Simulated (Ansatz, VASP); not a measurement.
**Co (Co(10-10)): VASP beside Ansatz**

One calculation is typed for both programs; each brings its own data sets and cutoff. How far apart do they land?

Program: Ansatz 0.2.0. Level of theory: plane waves, with VASP 6.6.1 beside it; single point at PBEsol. Results are calculated unless marked as measured.

## Step 1: The structure

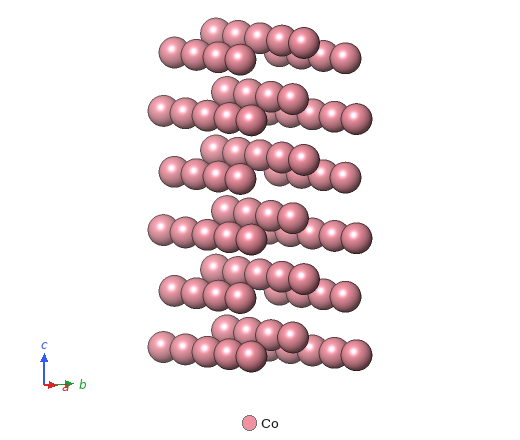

The cell as given, from the side, with the c axis up (cobalt pink). 4×1×1 cells are drawn. Some periodic images of atoms are drawn too.

The cell holds 12 atoms: 12 Co. Cell: a = 2.453 Å, b = 3.961 Å, c = 26.331 Å, α = 90.0°, β = 90.0°, γ = 90.0°. It derives from Co. As first built, before any earlier steps moved the atoms: 12 layers of hcp Co, cut at this functional's lattice. Vacuum lies along c.

## Step 2: VASP: single point, PBEsol

With cell and atoms fixed, the geometry can't cause a difference; cores, projectors, grids and the points listed under the comparison can.

Lines of VASP's logs that name or quote its potential files are left out, and so is its time.

Contents of INCAR:

```
SYSTEM = Co
PREC = Normal
ENCUT = 320
EDIFF = 1E-06
NELM = 120
ISMEAR = 1
SIGMA = 0.15
LREAL = .FALSE.
ALGO = Fast
GGA = PS
NBANDS = 86
ISPIN = 2
MAGMOM = 2 2 2 2 2 2 2 2 2 2 2 2
LASPH = .TRUE.
LMAXMIX = 4
LORBIT = 11
LWAVE = .FALSE.
LCHARG = .TRUE.
KPAR = 4
IDIPOL = 3
LDIPOL = .TRUE.
DIPOL = 0.5 0.5 0.5
LVHAR = .TRUE.
LVACPOTAV = .TRUE.
NEDOS = 1500
```

Contents of POSCAR:

```
Co
1.0
    2.4531912211      0.0000000000      0.0000000000
    0.0000000000      3.9611132850      0.0000000000
    0.0000000000      0.0000000000     26.3308048950
Co
12
Direct
    0.0000000000      0.0000000000      0.2876167739
    0.5000000000      0.0000000000      0.3654150150
    0.5000000000      0.5000000000      0.3109534666
    0.0000000000      0.0000000000      0.4463649470
    0.0000000000      0.5000000000      0.3918255862
    0.5000000000      0.0000000000      0.5270888644
    0.5000000000      0.5000000000      0.4729111356
    0.0000000000      0.0000000000      0.6081744138
    0.0000000000      0.5000000000      0.5536350530
    0.5000000000      0.0000000000      0.6890465334
    0.5000000000      0.5000000000      0.6345849850
    0.0000000000      0.5000000000      0.7123832261
```

Contents of KPOINTS:

```
Automatic mesh
0
Gamma
12 8 1
0 0 0
```

PAW data sets: Co (PBE family, release 64).

On the command line:

```
> mpirun -np 4 vasp_std
```

Numbers of over 12 decimals in the logs are rounded to 6 here.

Output:

```text
[banner, memory and clock lines left out]
running    4 mpi-ranks, on    1 nodes
 distrk:  each k-point on    1 cores,    4 groups
 distr:  one band on    1 cores,    1 groups

 POSCAR found type information on POSCAR Co
 POSCAR found :  1 types and      12 ions
|                                                                             |
|               ----> ADVICE to this user running VASP <----                  |
|                                                                             |
|     You enforced a specific xc type in the INCAR file but a different       |
|     [... a line on the potential file left out ...]
|     I HOPE YOU KNOW WHAT YOU ARE DOING!                                     |
|                                                                             |

 LDA part: xc-table for (Slater+PW92), standard interpolation
 POSCAR, INCAR and KPOINTS ok, starting setup
 FFT: planning ... GRIDC
 FFT: planning ... GRID_SOFT
 FFT: planning ... GRID
 WAVECAR not read
 entering main loop
       N       E                     dE             d eps       ncg     rms          rms(c)
DAV:   1     0.726505474559E+03    0.72651E+03   -0.35506E+04 12128   0.103E+03
DAV:   2    -0.343712523718E+02   -0.76088E+03   -0.70077E+03 12040   0.275E+02
DAV:   3    -0.102413530873E+03   -0.68042E+02   -0.60835E+02 12706   0.113E+02
DAV:   4    -0.104007990111E+03   -0.15945E+01   -0.15873E+01 13224   0.203E+01
DAV:   5    -0.104053447708E+03   -0.45458E-01   -0.45455E-01 18190   0.220E+00    0.397E+01
RMM:   6    -0.136159993529E+03   -0.32107E+02   -0.12441E+02 13711   0.632E+01    0.693E+01
RMM:   7    -0.137181267290E+03   -0.10213E+01   -0.30543E+01 13963   0.276E+01    0.736E+01
RMM:   8    -0.105972784666E+03    0.31208E+02   -0.25982E+01 13284   0.280E+01    0.596E+01
RMM:   9    -0.897971246400E+02    0.16176E+02   -0.21833E+01 13470   0.260E+01    0.345E+01
RMM:  10    -0.946846971133E+02   -0.48876E+01   -0.10798E+01 13341   0.174E+01    0.477E+01
RMM:  11    -0.827308507149E+02    0.11954E+02   -0.52506E+00 13018   0.134E+01    0.146E+01
RMM:  12    -0.858543310931E+02   -0.31235E+01   -0.16386E+00 13073   0.576E+00    0.151E+01
RMM:  13    -0.861956192494E+02   -0.34129E+00   -0.11855E+00 13269   0.583E+00    0.120E+01
RMM:  14    -0.877073745148E+02   -0.15118E+01   -0.79251E-01 13751   0.409E+00    0.124E+01
[...]
RMM:  35    -0.896991227257E+02   -0.88092E-03   -0.93241E-06 12074   0.930E-03    0.980E-03
RMM:  36    -0.896995818992E+02   -0.45917E-03   -0.43812E-06 10963   0.524E-03    0.107E-02
RMM:  37    -0.896997035815E+02   -0.12168E-03   -0.15373E-06 10144   0.479E-03    0.746E-03
RMM:  38    -0.896997812829E+02   -0.77701E-04   -0.15208E-06 10126   0.452E-03    0.398E-03
RMM:  39    -0.896998080091E+02   -0.26726E-04   -0.71796E-07  9615   0.356E-03    0.260E-03
RMM:  40    -0.896998146796E+02   -0.66705E-05   -0.21830E-07  9063   0.205E-03    0.164E-03
RMM:  41    -0.896998168486E+02   -0.21690E-05   -0.97579E-08  8791   0.142E-03    0.114E-03
RMM:  42    -0.896998176151E+02   -0.76651E-06   -0.49875E-08  8395   0.106E-03
|                                                                             |
|           W    W    AA    RRRRR   N    N  II  N    N   GGGG   !!!           |
|           W    W   A  A   R    R  NN   N  II  NN   N  G    G  !!!           |
|           W    W  A    A  R    R  N N  N  II  N N  N  G       !!!           |
|           W WW W  AAAAAA  RRRRR   N  N N  II  N  N N  G  GGG   !            |
|           WW  WW  A    A  R   R   N   NN  II  N   NN  G    G                |
|           W    W  A    A  R    R  N    N  II  N    N   GGGG   !!!           |
|                                                                             |
|     Did not find any points to average over, which means that no vacuum     |
|     field-free region was found. Please increase the size of  your cell     |
|     in the dimension of the dipole correction to obtain accurate            |
|     workfunction values.                                                    |
|                                                                             |

   1 F= -.89699818E+02 E0= -.89700972E+02  d E =0.346190E-02  mag=    19.3887
```

OUTCAR, selected parts (step 2):

```text
ion  position               nearest neighbor table
   1  0.000  0.000  0.288-   2 2.39   2 2.39   3 2.41   3 2.41   3 2.41   3 2.41
   2  0.500  0.000  0.365-   1 2.39   1 2.39   5 2.43   5 2.43   5 2.43   5 2.43   3 2.45   3 2.45
                             4 2.46   4 2.46
   3  0.500  0.500  0.311-   1 2.41   1 2.41   1 2.41   1 2.41   2 2.45   2 2.45   5 2.46   5 2.46

  LATTYP: Found a simple orthorhombic cell.
 ALAT       =     2.4531912211
 B/A-ratio  =     1.6146777515
 C/A-ratio  =    10.7332867770

 Subroutine GETGRP returns: Found  8 space group operations
 (whereof  4 operations were pure point group operations)

The static configuration has the point symmetry C_2v.
 The point group associated with its full space group is D_2h.

 Found     35 irreducible k-points:

   k-points           NKPTS =     35   k-points in BZ     NKDIM =     35   number of bands    NBANDS=     86

   dimension x,y,z NGX =    12 NGY =   18 NGZ =  120
   dimension x,y,z NGXF=    24 NGYF=   36 NGZF=  240

   ENCUT  =  320.0 eV  23.52 Ry    4.85 a.u.   3.58  5.78 38.41*2*pi/ulx,y,z

   NELECT =     108.0000    total number of electrons

 k-points in reciprocal lattice and weights: Automatic mesh
   0.00000000  0.00000000  0.00000000       0.010
   0.08333333  0.00000000  0.00000000       0.021
   0.16666667  0.00000000  0.00000000       0.021
   0.25000000  0.00000000  0.00000000       0.021
   0.33333333  0.00000000  0.00000000       0.021
   0.41666667  0.00000000  0.00000000       0.021
   0.50000000  0.00000000  0.00000000       0.010
   0.00000000  0.12500000  0.00000000       0.021
   0.08333333  0.12500000  0.00000000       0.042
[...]
0.41666667  0.50000000  0.00000000       0.021
   0.50000000  0.50000000  0.00000000       0.010

 dipolmoment           0.000000      0.000000     -0.000000 electrons x Angstroem

 average (electrostatic) potential at core
       1 -85.4451       2 -85.5632       3 -85.4388       4 -85.4790       5 -85.5065
       6 -85.4737       7 -85.4737       8 -85.5065       9 -85.4790      10 -85.4388
      11 -85.5632      12 -85.4451

 E-fermi :   2.8052

 spin component 1
 k-point     1 :       0.0000    0.0000    0.0000
  band No.  band energies     occupation
    ...
     62       2.2517      1.00000
     63       2.3213      1.00002
     64       2.3807      1.00023
     65       2.3807      1.00023
     66       2.6712      1.01020
     67       3.2471     -0.00013
     68       3.7260     -0.00000
     69       4.5925     -0.00000
     70       6.1958      0.00000
     71       6.7869      0.00000
    ...

 k-point     2 :       0.0833    0.0000    0.0000
  band No.  band energies     occupation
    ...
     61       2.1789      1.00000
     62       2.2242      1.00000
     63       2.2841      1.00001
     64       2.3021      1.00001
     65       2.3140      1.00002
     66       3.0399     -0.02469
     67       4.0194     -0.00000
     68       4.0369     -0.00000
     69       5.0585     -0.00000
     70       6.5282      0.00000
    ...

 k-point     3 :       0.1667    0.0000    0.0000
  band No.  band energies     occupation
    ...
     61       2.1817      1.00000
     62       2.2114      1.00000
     63       2.2411      1.00000
     64       2.2468      1.00000
     65       2.7175      0.91307
     66       3.7548     -0.00000
     67       4.8163     -0.00000
     68       5.3408     -0.00000
     69       6.1435      0.00000
     70       7.4065      0.00000
    ...

 k-point     4 :       0.2500    0.0000    0.0000
  band No.  band energies     occupation
    ...
     60       2.1719      1.00000
     61       2.2194      1.00000
     62       2.2290      1.00000
     63       2.2559      1.00000
     64       2.3419      1.00006
     65       3.3639     -0.00000
     66       4.6325     -0.00000
     67       5.8841      0.00000
     68       6.8689      0.00000
     69       7.5398      0.00000
    ...

 k-point     5 :       0.3333    0.0000    0.0000
  band No.  band energies     occupation
    ...
     59       2.1707      1.00000
     60       2.1735      1.00000
     61       2.2295      1.00000
     62       2.2629      1.00000
     63       2.2768      1.00000
     64       2.9348     -0.00471
     65       4.1579     -0.00000
     66       5.6395     -0.00000
     67       7.0611      0.00000
     68       8.3673      0.00000
    ...

 k-point     6 :       0.4167    0.0000    0.0000
  band No.  band energies     occupation
    ...
     58       2.2170      1.00000
     59       2.2800      1.00000
     60       2.2951      1.00001
     61       2.7633      0.72637
     62       2.7918      0.57526
     63       3.1036     -0.00827
     64       3.8874     -0.00000
     65       5.0569     -0.00000
     66       5.8848      0.00000
     67       5.9243      0.00000
    ...

  Total       -2.7506598     -2.6976749     -0.6006385      0.0000000      0.0000000      0.0000000
  in kB      -17.2240258    -16.8922457     -3.7610658      0.0000000      0.0000000      0.0000000
  external PRESSURE =     -12.6257791 kB  Pullay stress =       0.0000000 kB

  energy-cutoff  :      320.00
  volume of cell :      255.87
      direct lattice vectors                 reciprocal lattice vectors
     2.453191221  0.000000000  0.000000000     0.407632308  0.000000000  0.000000000
     0.000000000  3.961113285  0.000000000     0.000000000  0.252454279  0.000000000
     0.000000000  0.000000000 26.330804895     0.000000000  0.000000000  0.037978330

 POSITION                                       TOTAL-FORCE (eV/Angst)
 -----------------------------------------------------------------------------------
      0.00000      0.00000      7.57318         0.000000      0.000000      0.012938
      1.22660      0.00000      9.62167         0.000000      0.000000      0.009707
      1.22660      1.98056      8.18766         0.000000      0.000000      0.021339
      0.00000      0.00000     11.75315         0.000000      0.000000     -0.005528
      0.00000      1.98056     10.31708         0.000000      0.000000      0.019022
      1.22660      0.00000     13.87867         0.000000      0.000000     -0.013332
      1.22660      1.98056     12.45213         0.000000      0.000000      0.013332
      0.00000      0.00000     16.01372         0.000000      0.000000     -0.019022
      0.00000      1.98056     14.57766         0.000000      0.000000      0.005528
      1.22660      0.00000     18.14315         0.000000      0.000000     -0.021339
      1.22660      1.98056     16.70913         0.000000      0.000000     -0.009707
      0.00000      1.98056     18.75762         0.000000      0.000000     -0.012938
 -----------------------------------------------------------------------------------
    total drift:                                0.000000      0.000000     -0.000000

  FREE ENERGIE OF THE ION-ELECTRON SYSTEM (eV)
  ---------------------------------------------------
  free  energy   TOTEN  =       -89.6998176151 eV

  energy  without entropy=      -89.7032795135  energy(sigma->0) =      -89.70097158

 vacuum level on the upper side and lower side of the slab         7.657         7.657

 total charge
# of ion       s       p       d       tot
------------------------------------------
    1        0.504   0.414   7.250   8.168
    2        0.515   0.577   7.289   8.381
    3        0.508   0.497   7.258   8.263
    4        0.509   0.568   7.280   8.358
    5        0.507   0.565   7.283   8.354
    6        0.509   0.569   7.280   8.358
    7        0.509   0.569   7.280   8.358
    8        0.507   0.565   7.283   8.354
    9        0.509   0.568   7.280   8.358
   10        0.508   0.497   7.258   8.263
   11        0.515   0.577   7.289   8.381
   12        0.504   0.414   7.250   8.168
--------------------------------------------------
tot          6.105   6.382  87.278  99.765

 magnetization (x)
# of ion       s       p       d       tot
------------------------------------------
    1       -0.006  -0.033   1.792   1.753
    2       -0.016  -0.051   1.671   1.604
    3       -0.015  -0.046   1.688   1.626
    4       -0.015  -0.052   1.628   1.562
    5       -0.013  -0.053   1.663   1.597
    6       -0.015  -0.052   1.636   1.568
    7       -0.015  -0.052   1.636   1.568
    8       -0.013  -0.053   1.663   1.597
    9       -0.015  -0.052   1.628   1.562
   10       -0.015  -0.046   1.688   1.626
   11       -0.016  -0.051   1.671   1.604
   12       -0.006  -0.033   1.792   1.753
--------------------------------------------------
tot         -0.162  -0.573  20.156  19.421

[... 6 further parts left out ...]
```

(Continued in part 2 of 2.)

[Lines on the potential files, build, host, timing and source positions are cut from VASP's logs without a mark.]

[Logs are printed without paths, hosts, clocks, repeated set-up lines and the standing remarks that a program may print on its own settings, such as how far it seeks lower states.]

[Hosts, paths, dates, database ids (printed as entryN), source tags and the programs' standing remarks are cut or masked in the printed files.]
